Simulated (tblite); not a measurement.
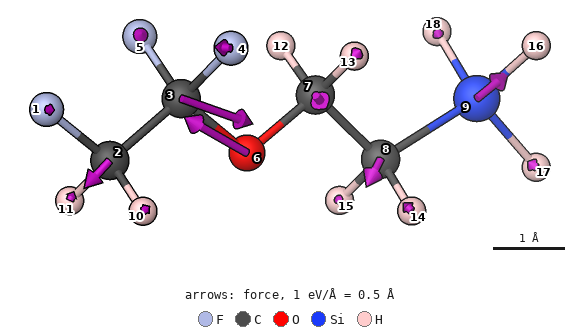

Starting geometry of C4H9F3OSi with the computed forces as purple arrows. A ball-and-stick model, seen from a free direction.

Level of theory: GFN2-xTB geometry optimisation, gas phase (tblite). 

> Is this structure relaxed? If not, where do the atoms go?

It isn't relaxed: the largest force vector, on C3, is 2.62 eV/Å. The final displacements follow the starting forces only in part (cosine between the two patterns 0.35). Over 50 geometry steps the energy falls by 5.68 kcal/mol. The largest move after the best rigid fit is that of H10, 0.11 Å. By element the largest moves are H 0.11 Å, F 0.10 Å, O 0.10 Å, C 0.07 Å, Si 0.01 Å. Among the contacts that change: C3–O6 1.435 → 1.336 Å, C8–Si9 1.857 → 1.905 Å, C2–C3 1.499 → 1.532 Å, O6–C7 1.425 → 1.448 Å. Bond angles that change, for instance: C3–O6–C7 111.7° → 115.9°, F4–C3–O6 107.7° → 111.9°, F4–C3–F5 107.7° → 103.5°.
